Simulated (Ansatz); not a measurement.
## What a change does: single-point calculation on CO

System: CO.
Method of the first run: RKS B3LYP-D4/def2-TZVPPD (Ansatz 0.2.0).

The input adds 1 ghost centres (basis functions without nuclei or electrons, not drawn) at the places of a partner molecule, so the energy is that in the basis of the pair. The geometry comes from this level: PBE0-D4/def2-TZVP. Text and figures count atoms from 1; the logs count them from 0 in places.

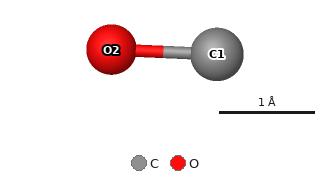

Fig. 1: The structure as given in the input (ball-and-stick view, seen at an oblique angle; atoms are numbered from 1 in the order of the input). Bond lengths as drawn: C–O 1.11 Å.

### Input file, the first run
```yaml
crystal:
  periodic: [false, false, false]
  atoms:
    - {symbol: C, position_ang: [0.048561, -0.010021, 0.335834]}
    - {symbol: O, position_ang: [0.208431, -0.043123, 1.435821]}
basis:
  gaussian:
    orbitals: "def2-TZVPPD.json"
    ghost_atoms:
      - {symbol: Ag, position_ang: [-0.256991, 0.053244, -1.771655]}
hamiltonian: {xc: {name: B3LYP}, dispersion: d4}
```

Launched with:
```bash
ansatz run in.yaml --threads 2 --pin off --events-out ev --progress --plain --max-ram 5222MiB
```

Hardware: 2 threads of Intel Xeon, 15 GiB of memory available, shared host.

### Output (the first run)
```
Functional definition: B3LYP
  parameter a0 = 0.2
  parameter ax = 0.72
  parameter ac = 0.81
  exchange = (1 - a0 - ax)*slater_x + ax*b88_x + a0*exact_x
  correlation = (1 - ac)*vwn_rpa_c + ac*lyp_c
657 factors; their error is unknown
mean field evaluation 1: about -3082.6984 eV, gradient 3.7e1 eV
mean field evaluation 2: about -3077.3584 eV, gradient 6.7e1 eV
mean field evaluation 4: about -3084.7402 eV, gradient 8.3e-1 eV
mean field evaluation 8: about -3084.7519 eV, gradient 7.9e-3 eV
mean field -3084.75189236 eV, -113.3625411242 hartree, gradient 2.2e-5 eV, S^2 0.000000; 0 other end points of the search recorded, 0 dependent functions left out
reference -3084.75208386 eV, -113.3625481618 hartree; 7, 7 occupied and 126, 126 virtual orbitals, 657 factors
Total energy: -3084.76938085 eV, -113.3631838143 hartree
```

The input of the second run differs as follows (lines with − go, lines with + come):
```diff
-    - {symbol: C, position_ang: [0.048561, -0.010021, 0.335834]}
-    - {symbol: O, position_ang: [0.208431, -0.043123, 1.435821]}
+    - {symbol: C, position_ang: [0.201412, -0.041670, 1.389567]}
+    - {symbol: O, position_ang: [0.361282, -0.074771, 2.489554]}
```

How does the second run compare with the first run?

With the same method and basis, the second run lies 0.03 kcal/mol higher.

### Output (the second run)
```
Functional definition: B3LYP
  parameter a0 = 0.2
  parameter ax = 0.72
  parameter ac = 0.81
  exchange = (1 - a0 - ax)*slater_x + ax*b88_x + a0*exact_x
  correlation = (1 - ac)*vwn_rpa_c + ac*lyp_c
657 factors; their error is unknown
mean field evaluation 1: about -3082.6973 eV, gradient 3.7e1 eV
mean field evaluation 2: about -3077.3574 eV, gradient 6.7e1 eV
mean field evaluation 4: about -3084.7388 eV, gradient 8.3e-1 eV
mean field evaluation 8: about -3084.7507 eV, gradient 7.4e-3 eV
mean field -3084.75069407 eV, -113.3624970880 hartree, gradient 2.1e-5 eV, S^2 0.000000; 0 other end points of the search recorded, 0 dependent functions left out
reference -3084.75088143 eV, -113.3625039733 hartree; 7, 7 occupied and 126, 126 virtual orbitals, 657 factors
Total energy: -3084.76817842 eV, -113.3631396258 hartree
```

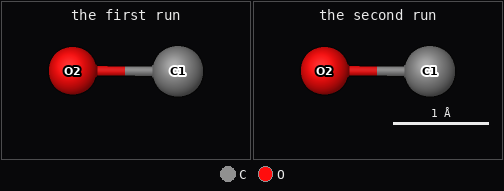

Fig. 2: The two input geometries at one scale (ball-and-stick view, seen on its broad side). No atom moves by more than 0.005 Å after the best rigid fit.

### The two runs side by side

| quantity | the first run | the second run |
| --- | --- | --- |
| outcome | converged | converged |
| total energy (hartree) | −113.363184 | −113.363140 |
| basis functions | 133 | 133 |
| wall time (shared host) | 1.1 s | 0.95 s |
